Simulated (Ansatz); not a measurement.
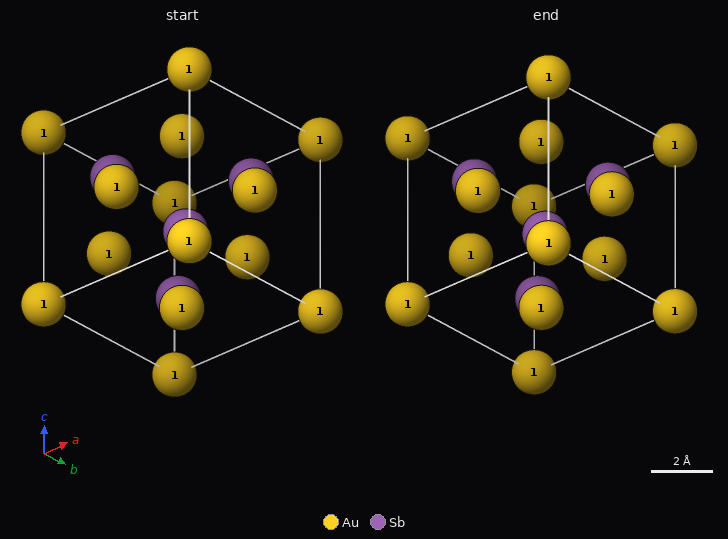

The structure of crystalline SbAu (a generated structure, set up in F-43m) before (left) and after (right) a relaxation, at one scale.

Style: spheres-only. Shown: the conventional cell (4 times the calculation's cell), from a free direction. Lengths and directions refer to the drawn axes.

Case: cell and atoms relaxed from a first guess.

All numbers below come from DFT, PBE, PAW with Ansatz's default frozen-core files, scalar-relativistic in Ansatz.

The input:
```yaml
crystal:
  lattice:
    - [0.0, 3.2195088072, 3.2195088072]
    - [3.2195088072, 0.0, 3.2195088072]
    - [3.2195088072, 3.2195088072, 0.0]
  atoms:
    - { symbol: Au, position: [0.0, 0.0, 0.0] }
    - { symbol: Sb, position: [0.25, 0.25, 0.25] }
kpoints:
  mp_grid: { grid: [10, 10, 10] }
scf:
  occupations: { method: fermi_dirac, width: 0.08 }
hamiltonian:
  xc: pbe
  pseudopotentials: { kind: paw }
output:
  forces: true
  stress: true
  write_density: true
  write_potential: true
  elf: true
  volumetric_format: npy
relax:
  f_tol: 0.005
  max_steps: 80
  cell: {}
```

Launched with:
```bash
ansatz run input.yaml --threads 1 --pin off --max-ram 2048MiB --backend cpu --events-out ev --progress --plain --runs-dir out
```

**Describe what moved and what it gained.**

The energy falls by 52.0 meV per atom in 3 accepted moves (4 points after the start). All forces vanish by symmetry, so only the cell relaxes. Pressure: −4.57 GPa at the start and −0.03 GPa at the end. The SCF was repeated once at an unchanged geometry on a basis and grid sized afresh for the cell, which shifted the energy by 0.8 meV per atom at most. No atom moves by more than 0.005 Å relative to the cell. The volume changes by −9.8 %, with a = b = c 6.439 → 6.222 Å (−3.4 %). Some distances before and after: Au1–Sb2 2.788 → 2.694 Å. The space group stays F-43m (No. 216).
